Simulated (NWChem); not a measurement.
# Energy and gradient calculation of C$_{6}$H$_{5}$Li (part 1 of 2)

The run: energy and gradient calculation of C$_{6}$H$_{5}$Li. Method and program: B3LYP/def2-SVPD, RKS (NWChem 7.3.0).

The geometry comes from this level: PBE0-D4/def2-TZVP.

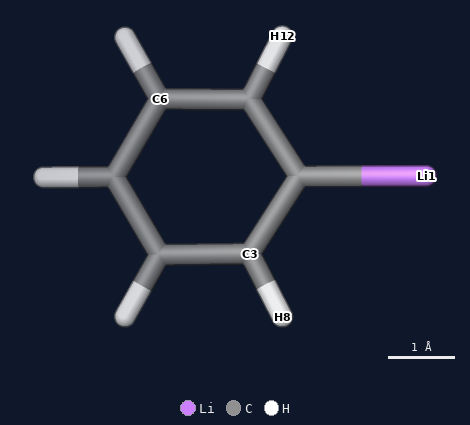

*The structure (stick view, seen on its broad side; atoms are numbered from 1 in the order of the input). Sticks mark near contacts.*

Bond lengths as drawn: C–C 1.39 to 1.41 Å, C–H 1.09 Å and C–Li 1.96 Å.

Input file
```
start run
title "C6H5Li"
memory total 2200 mb

geometry noautosym nocenter noautoz
   Li    -0.095400    -3.322600    -0.358000
   C     -0.035800    -1.377800    -0.146300
   C     -0.760800    -0.695400     0.846800
   C     -0.727200     0.685400     1.007600
   C      0.051400     1.461600     0.162100
   C      0.787100     0.839100    -0.835300
   C      0.735800    -0.543500    -0.974600
   H     -1.389800    -1.255100     1.539800
   H     -1.309000     1.158400     1.793600
   H      0.084600     2.539800     0.279200
   H      1.401700     1.433500    -1.505400
   H      1.334300    -0.978700    -1.775600
end

basis spherical bse
   Li library def2-SVPD
   C library def2-SVPD
   H library def2-SVPD
end

dft
   xc b3lyp
   mult 1
   grid fine
   convergence energy 1e-08
   maxiter 100
   mulliken
   noprint "final vectors analysis"
end

task dft gradient
```

Launched with:
```bash
nwchem run.nw > run.out
```

What the program printed
```
Northwest Computational Chemistry Package (NWChem) 7.3.0
             --------------------------------------------------------

           Job information
           ---------------

    nwchem branch   = 7.3.0
    use scalapack   = T
    input           = run.nw
    prefix          = run.
    data base       = ./run.db
    status          = startup
    nproc           =        1

           Memory information
           ------------------

    heap     =     72089596 doubles =      550.0 Mbytes
    stack    =     72089601 doubles =      550.0 Mbytes
    global   =    144179200 doubles =     1100.0 Mbytes (distinct from heap & stack)
    total    =    288358397 doubles =     2200.0 Mbytes
    verify   = yes
    hardfail = no

           Directory information
           ---------------------

  0 permanent = .
  0 scratch   = .

                                NWChem Input Module
                                -------------------

                                      C6H5Li
                                      ------

 Scaling coordinates for geometry "geometry" by  1.889725989
 (inverse scale =  0.529177249)

                             Geometry "geometry" -> ""
                             -------------------------

 Output coordinates in angstroms (scale by  1.889725989 to convert to a.u.)

  No.       Tag          Charge          X              Y              Z
 ---- ---------------- ---------- -------------- -------------- --------------
    1 Li                   3.0000    -0.09540000    -3.32260000    -0.35800000
    2 C                    6.0000    -0.03580000    -1.37780000    -0.14630000
    3 C                    6.0000    -0.76080000    -0.69540000     0.84680000
    4 C                    6.0000    -0.72720000     0.68540000     1.00760000
    5 C                    6.0000     0.05140000     1.46160000     0.16210000
    6 C                    6.0000     0.78710000     0.83910000    -0.83530000
    7 C                    6.0000     0.73580000    -0.54350000    -0.97460000
    8 H                    1.0000    -1.38980000    -1.25510000     1.53980000
    9 H                    1.0000    -1.30900000     1.15840000     1.79360000
   10 H                    1.0000     0.08460000     2.53980000     0.27920000
   11 H                    1.0000     1.40170000     1.43350000    -1.50540000
   12 H                    1.0000     1.33430000    -0.97870000    -1.77560000

      Atomic Mass
      -----------

      Li                 7.016000
      C                 12.000000
      H                  1.007825

 Effective nuclear repulsion energy (a.u.)     213.8962740584

            Nuclear Dipole moment (a.u.)
            ----------------------------
        X                 Y               Z
 ---------------- ---------------- ----------------
     0.2619160220    -9.1717850856    -0.7192297113

            XYZ format geometry
            -------------------
    12
 geometry
 Li                   -0.09540000    -3.32260000    -0.35800000
 C                    -0.03580000    -1.37780000    -0.14630000
 C                    -0.76080000    -0.69540000     0.84680000
 C                    -0.72720000     0.68540000     1.00760000
 C                     0.05140000     1.46160000     0.16210000
 C                     0.78710000     0.83910000    -0.83530000
 C                     0.73580000    -0.54350000    -0.97460000
 H                    -1.38980000    -1.25510000     1.53980000
 H                    -1.30900000     1.15840000     1.79360000
 H                     0.08460000     2.53980000     0.27920000
 H                     1.40170000     1.43350000    -1.50540000
 H                     1.33430000    -0.97870000    -1.77560000

 ==============================================================================
                                internuclear distances
 ------------------------------------------------------------------------------
       center one      |      center two      | atomic units |  angstroms
 ------------------------------------------------------------------------------
    2 C                |   1 Li               |     3.69856  |     1.95720
    3 C                |   2 C                |     2.65743  |     1.40625
    4 C                |   3 C                |     2.62773  |     1.39054
    5 C                |   4 C                |     2.62092  |     1.38693
    6 C                |   5 C                |     2.62091  |     1.38693
    7 C                |   2 C                |     2.65740  |     1.40624
    7 C                |   6 C                |     2.62775  |     1.39055
    8 H                |   3 C                |     2.06071  |     1.09048
    9 H                |   4 C                |     2.05278  |     1.08629
   10 H                |   5 C                |     2.05044  |     1.08505
   11 H                |   6 C                |     2.05284  |     1.08631
   12 H                |   7 C                |     2.06076  |     1.09051
 ------------------------------------------------------------------------------
                         number of included internuclear distances:         12
 ==============================================================================

 ==============================================================================
                                 internuclear angles
 ------------------------------------------------------------------------------
        center 1       |       center 2       |       center 3       |  degrees
 ------------------------------------------------------------------------------
    1 Li               |   2 C                |   3 C                |   122.88
    1 Li               |   2 C                |   7 C                |   122.86
    3 C                |   2 C                |   7 C                |   114.26
    2 C                |   3 C                |   4 C                |   123.44
    2 C                |   3 C                |   8 H                |   119.81
    4 C                |   3 C                |   8 H                |   116.75
    3 C                |   4 C                |   5 C                |   119.92
    3 C                |   4 C                |   9 H                |   120.21
    5 C                |   4 C                |   9 H                |   119.87
    4 C                |   5 C                |   6 C                |   119.01
    4 C                |   5 C                |  10 H                |   120.50
    6 C                |   5 C                |  10 H                |   120.49
    5 C                |   6 C                |   7 C                |   119.92
    5 C                |   6 C                |  11 H                |   119.88
    7 C                |   6 C                |  11 H                |   120.21
    2 C                |   7 C                |   6 C                |   123.44
    2 C                |   7 C                |  12 H                |   119.80
    6 C                |   7 C                |  12 H                |   116.75
 ------------------------------------------------------------------------------
                            number of included internuclear angles:         18
 ==============================================================================

                      Basis "ao basis" -> "" (spherical)
                      -----
  [basis functions not shown]

 Summary of "ao basis" -> "" (spherical)
 ------------------------------------------------------------------------------
       Tag                 Description            Shells   Functions and Types
 ---------------- ------------------------------  ------  ---------------------
 Li                        def2-SVPD                 6       12   3s3p
 C                         def2-SVPD                 8       20   4s2p2d
 H                         def2-SVPD                 4        8   2s2p

                                 NWChem DFT Module
                                 -----------------

                                      C6H5Li

 Summary of "ao basis" -> "ao basis" (spherical)
 ------------------------------------------------------------------------------
       Tag                 Description            Shells   Functions and Types
 ---------------- ------------------------------  ------  ---------------------
 Li                        def2-SVPD                 6       12   3s3p
 C                         def2-SVPD                 8       20   4s2p2d
 H                         def2-SVPD                 4        8   2s2p

  Caching 1-el integrals
  itol2e modified to match energy
  convergence criterion.
  tol_rho modified to match energy
  convergence criterion.

            General Information
            -------------------
          SCF calculation type: DFT
          Wavefunction type:  closed shell.
          No. of atoms     :    12
          No. of electrons :    44
           Alpha electrons :    22
            Beta electrons :    22
          Charge           :     0
          Spin multiplicity:     1
          Use of symmetry is: off; symmetry adaption is: off
          Maximum number of iterations: 100
          AO basis - number of functions:   172
                     number of shells:    74
          Convergence on energy requested:  1.00D-08
          Convergence on density requested:  1.00D-05
          Convergence on gradient requested:  5.00D-04

              XC Information
              --------------
                         B3LYP Method XC Potential
                     Hartree-Fock (Exact) Exchange  0.200
                        Slater Exchange Functional  0.800 local
                    Becke 1988 Exchange Functional  0.720 non-local
              Lee-Yang-Parr Correlation Functional  0.810
                  VWN I RPA Correlation Functional  0.190 local

             Grid Information
             ----------------
          Grid used for XC integration:  fine
          Radial quadrature: Mura-Knowles
          Angular quadrature: Lebedev.
          Tag              B.-S. Rad. Rad. Pts. Rad. Cut. Ang. Pts.
          ---              ---------- --------- --------- ---------
          Li                  1.45       70          14.0       590
          C                   0.70       70          16.0       590
          H                   0.35       60          17.0       590
          Grid pruning is: on
          Number of quadrature shells:   790
          Spatial weights used:  Erf1

          Convergence Information
          -----------------------
          Convergence aids based upon iterative change in
          total energy or number of iterations.
          Levelshifting, if invoked, occurs when the
          HOMO/LUMO gap drops below (HL_TOL):  1.00D-02
          DIIS, if invoked, will attempt to extrapolate
          using up to (NFOCK): 10 stored Fock matrices.
```
